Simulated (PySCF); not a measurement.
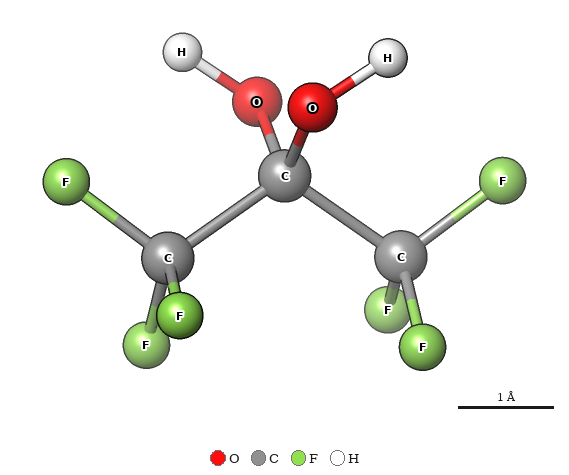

Figure 1. The input geometry (ball-and-stick view, seen at a tilt).

C₃H₂F₆O₂: NMR shielding calculation

The run: NMR shielding calculation of C₃H₂F₆O₂, SMILES OC(O)(C(F)(F)F)C(F)(F)F. Method and program: GIAO PBE0/pcSseg-1 NMR shielding, non-relativistic, IEF-PCM chloroform (PySCF 2.14.0).

The geometry comes from this level: PBE0-D3(BJ)/def2-SVP. Figures and captions count atoms from 1; the log counts them from 0 in places.

### What the program printed
```
coarse grid: 13192 points
cycle   1  E = -863.6780699232  dE =  2.248e+00  |g| = 1.440e+00  |ddm| = 3.256e+00
cycle   2  E = -863.2627777623  dE =  4.153e-01  |g| = 2.207e+00  |ddm| = 1.942e+00
cycle   3  E = -864.0188772941  dE = -7.561e-01  |g| = 8.392e-02  |ddm| = 1.230e+00
cycle   4  E = -864.0197480326  dE = -8.707e-04  |g| = 5.044e-02  |ddm| = 9.893e-02
cycle   5  E = -864.0202106830  dE = -4.627e-04  |g| = 1.042e-02  |ddm| = 3.988e-02
cycle   6  E = -864.0202258787  dE = -1.520e-05  |g| = 3.081e-03  |ddm| = 6.560e-03
cycle   7  E = -864.0202274058  dE = -1.527e-06  |g| = 4.940e-04  |ddm| = 1.999e-03
final grid: 136408 points
cycle   8  E = -864.1401715495  dE = -6.094e-05  |g| = 9.393e-03  |ddm| = 2.675e-02
cycle   9  E = -864.1401573519  dE =  1.420e-05  |g| = 1.335e-02  |ddm| = 1.331e-02
cycle  10  E = -864.1401863671  dE = -2.902e-05  |g| = 4.136e-04  |ddm| = 7.420e-03
cycle  11  E = -864.1401863830  dE = -1.586e-08  |g| = 2.494e-04  |ddm| = 4.280e-04
cycle  12  E = -864.1401863909  dE = -7.903e-09  |g| = 6.221e-05  |ddm| = 1.609e-04
cycle  13  E = -864.1401863916  dE = -6.453e-10  |g| = 1.020e-05  |ddm| = 4.286e-05
```

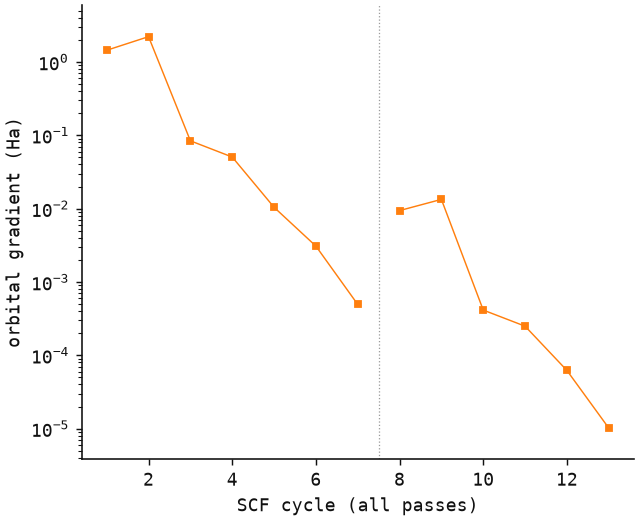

Figure 2. Convergence of the self-consistent field: orbital gradient against the SCF cycle. The dotted line marks the change from a coarse to the final integration grid. The first 7 cycles use a coarse grid, the final grid takes over at cycle 8, and the field converges after 13 cycles in all.

```
converged SCF energy = -864.1401863916

GIAO shielding tensors (ppm)
atom      isotropic    diamagn.    paramagn.     s11        s22        s33       span
  0 O      252.238     390.039    -137.801    206.402    260.638    289.674     83.273
  1 C       92.564     243.144    -150.580     70.192    103.361    104.140     33.948
  2 O      252.136     390.041    -137.905    205.920    260.727    289.761     83.841
  3 C       58.250     241.025    -182.776     52.069     59.410     63.269     11.200
  4 F      272.536     471.404    -198.868    199.301    282.214    336.093    136.792
  5 F      275.210     471.809    -196.599    196.676    272.410    356.544    159.868
  6 F      272.395     472.370    -199.975    199.472    273.402    344.312    144.841
  7 C       58.182     241.117    -182.935     51.971     59.257     63.318     11.347
  8 F      272.394     472.395    -200.002    199.309    273.673    344.198    144.890
  9 F      275.249     471.830    -196.581    196.480    272.147    357.120    160.641
 10 F      272.721     471.425    -198.704    199.459    282.524    336.180    136.721
 11 H       28.203      30.962      -2.759     19.794     25.363     39.453     19.659
 12 H       28.204      30.958      -2.755     19.785     25.387     39.439     19.654
```

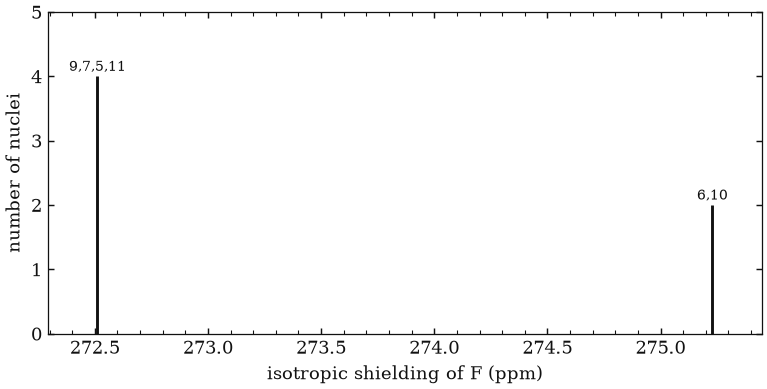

Figure 3. Isotropic shieldings of the fluorine nuclei in this fixed geometry, labelled by atom number; shielding grows to the right, so chemical shift grows to the left. The least shielded is F9 (272.4 ppm), the most shielded F10 (275.2 ppm).

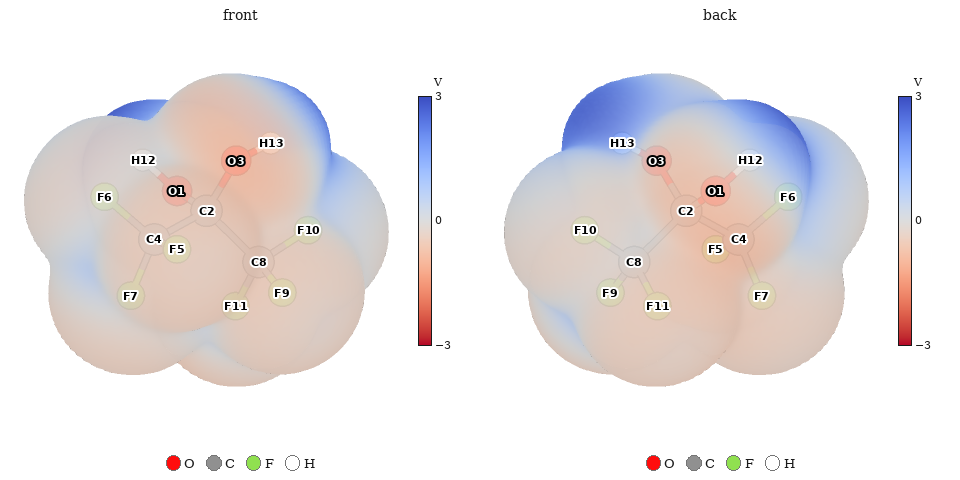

Figure 4. The molecular electrostatic potential painted on the density surface at 0.001 e/bohr³, seen at a tilt and from behind; red is negative and blue positive.

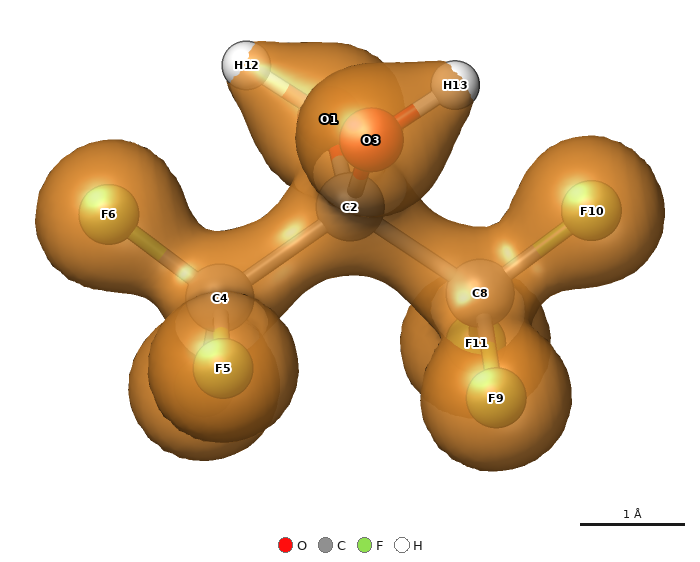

Figure 5. Isosurface of the total electron density at 1 e/Å³ (orange), seen face on. At this value the surface is in one piece. On the grid the lowest density along these lines, outside the cores, is 2 e/Å³ (C–F, 1.32 Å), 2 e/Å³ (C–O, 1.38 Å), 1.8 e/Å³ (C–C, 1.55 Å) and 2.4 e/Å³ (O–H, 0.97 Å).

This output came from the following input.

### Input
```
{"job": {"xc": "PBE0", "basis": "pcSseg-1", "solvent": "chloroform", "kind": "nmr", "pop": true}, "charge": 0, "multiplicity": 1}
O     -0.038617     0.596728    -1.463279
C      0.056495     0.298340    -0.122128
O      0.414282     1.370278     0.665749
C     -1.320453    -0.165853     0.408517
F     -1.359214    -0.254203     1.724455
F     -2.235343     0.730040     0.019135
F     -1.653709    -1.341314    -0.109294
C      1.133321    -0.805995    -0.019301
F      1.149068    -1.331404     1.199100
F      2.327330    -0.241370    -0.240021
F      0.961307    -1.773451    -0.900154
H     -0.732748     1.261412    -1.566357
H      1.293893     1.657278     0.385850
```

The first line tells a small driver script what to run in PySCF; the rest is the geometry in Å.

Launch command:
```bash
OMP_NUM_THREADS=1 python <driver script> task.json out
```

### Results in brief

- outcome: converged
- total energy: −864.140186 hartree
- HOMO: −9.39 eV
- LUMO: 1.37 eV
- dipole moment: 2.47 D
- isotropic shielding, O: 252.1 to 252.2 ppm
- isotropic shielding, C: 58.2 to 92.6 ppm
- isotropic shielding, F: 272.4 to 275.2 ppm
- isotropic shielding, H: 28.2 ppm
- hardware: 1 CPU thread, shared host
- wall time: 35 s
- peak memory: 1.1 GiB
